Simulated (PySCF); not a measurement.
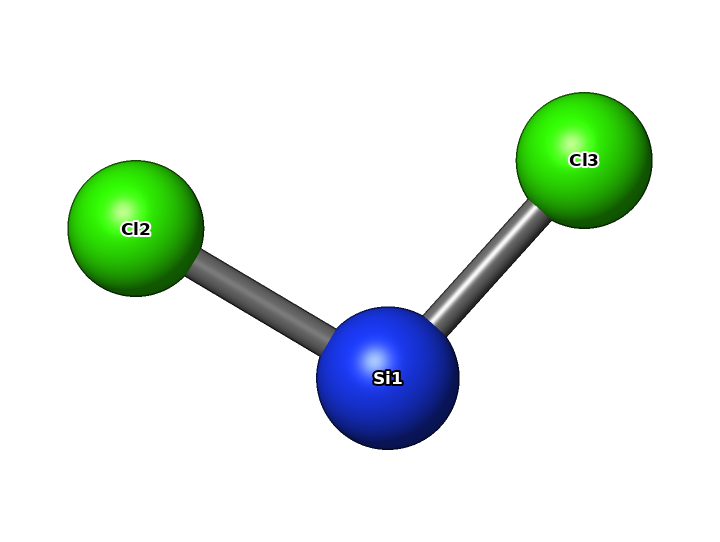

The thickness of each stick grows with its Mayer bond order. Computed geometry: PBE0/def2-TZVP optimisation. Level of theory: PBE0/def2-TZVP (PySCF 2.14.0).

List the Mayer bond orders of Si1–Cl2 (one bond of each equivalent set).

```json
{"bond": "Si1–Cl2", "Mayer order": "1.21", "length (Å)": "2.078"}
```
